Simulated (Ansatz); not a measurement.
Single-point calculation, with input and output: CH$_{3}$FGaI

- system: CH$_{3}$FGaI, SMILES F[CH2][GaH][I]
- method: RKS rPW86-PBE-d4/def2-SVPD (Ansatz 0.2.0)

The geometry comes from this level: PBE0-D4/def2-TZVP. Figures and captions count atoms from 1; the log counts them from 0 in places.

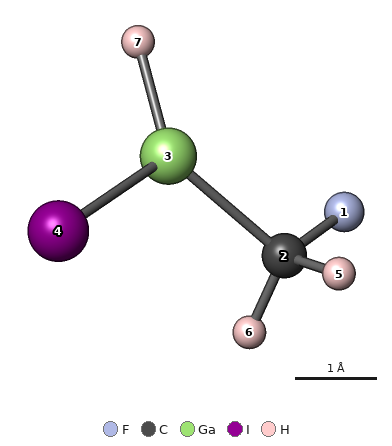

**Figure 1.** The structure (ball-and-stick view, seen at a tilt; atoms are numbered from 1 in the order of the input). Sticks mark near contacts. Bond lengths as drawn: C–F 1.39 Å, C–Ga 1.98 Å, C–H 1.10 Å, Ga–H 1.56 Å and Ga–I 2.50 Å.

**Summary**

| quantity | value |
| --- | --- |
| outcome | converged |
| total energy | −64308.6691 eV |
| mean-field energy | −64308.4916 eV |
| dispersion energy | −0.1776 eV |
| SCF solution under orbital rotations | stable |
| largest force (length of the vector) | 0.970 eV/Å |
| dipole moment | 0.33 D |
| hardware | 4 threads of Arm Neoverse V1, 23 GiB of memory available, shared host |
| wall time | 13 s (CPU time 47 s) |
| peak memory | 0.67 GiB |

**Input file**
```yaml
crystal:
  periodic: [false, false, false]
  atoms:
    - {symbol: F, position_ang: [1.200555, 1.196927, 1.123835]}
    - {symbol: C, position_ang: [0.041840, 0.498488, 0.816960]}
    - {symbol: Ga, position_ang: [0.194909, -0.451714, -0.917422]}
    - {symbol: I, position_ang: [-1.871218, -1.722498, -1.517550]}
    - {symbol: H, position_ang: [-0.795374, 1.203817, 0.786995]}
    - {symbol: H, position_ang: [-0.160030, -0.216783, 1.621335]}
    - {symbol: H, position_ang: [1.389327, -0.508247, -1.914154]}
basis:
  gaussian: {orbitals: def2-SVPD}
hamiltonian: {xc: {name: rPW86-PBE}, dispersion: d4}
accuracy: high
output: {forces: true}
```

Launch command:
```bash
ansatz run in.yaml --threads 4 --pin off --events-out ev --progress --plain --max-ram 10444MiB
```

**The program's output**
```
Functional definition: rPW86-PBE
  name "rPW86-PBE"
  cite "Murray, Lee & Langreth, J. Chem. Theory Comput. 5, 2754 (2009) doi:10.1021/ct900365q"
  cite "Perdew, Burke & Ernzerhof, Phys. Rev. Lett. 77, 3865 (1996) doi:10.1103/PhysRevLett.77.3865"
  parent pbe
  exchange = rpw86_x
  correlation = pbe_c
2878 factors; integrals over basis functions are off by at most 4.5e-9 eV
mean field evaluation 1: about -64302.7880 eV, gradient 5.5e1 eV
mean field evaluation 2: about -64290.2554 eV, gradient 9.3e1 eV
mean field evaluation 4: about -64308.4223 eV, gradient 7.1e0 eV
mean field evaluation 8: about -64308.4909 eV, gradient 5.8e-1 eV
mean field evaluation 16: about -64308.4916 eV, gradient 1.2e-4 eV
mean field -64308.49157184 eV, -2363.2934754038 hartree, gradient 8.7e-8 eV, S^2 0.000000; 0 other end points of the search recorded, 0 dependent functions left out
the calculation of the forces begins
reference -64308.49158733 eV, -2363.2934759733 hartree; 37, 37 occupied and 103, 103 virtual orbitals, 2878 factors
Total energy: -64308.66914695 eV, -2363.3000011690 hartree
Atom 0 at     1.200555     1.196927     1.123835 Å, force     0.803854     0.492624     0.227304 eV/Å
Atom 1 at     0.041840     0.498488     0.816960 Å, force    -0.376810    -0.271580    -0.177934 eV/Å
Atom 2 at     0.194909    -0.451714    -0.917422 Å, force     0.294622     0.055193    -0.123611 eV/Å
Atom 3 at    -1.871218    -1.722498    -1.517550 Å, force    -0.410486    -0.254099    -0.122823 eV/Å
Atom 4 at    -0.795374     1.203817     0.786995 Å, force    -0.347538     0.282125    -0.022344 eV/Å
Atom 5 at    -0.160030    -0.216783     1.621335 Å, force    -0.086568    -0.301441     0.319322 eV/Å
Atom 6 at     1.389327    -0.508247    -1.914154 Å, force     0.122926    -0.002822    -0.099914 eV/Å
Dipole moment:    -0.028176     0.021868     0.059302 e Å
```

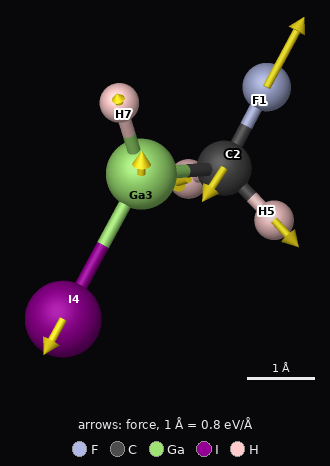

**Figure 2.** Forces on the atoms as yellow arrows (ball-and-stick view, seen at a tilt; atoms are numbered from 1 in the order of the input). The largest act on F1 (0.97 eV/Å); I4 (0.50 eV/Å); C2 (0.50 eV/Å); H5, H6 (0.45 eV/Å), among others. The geometry is not a stationary point of this energy.
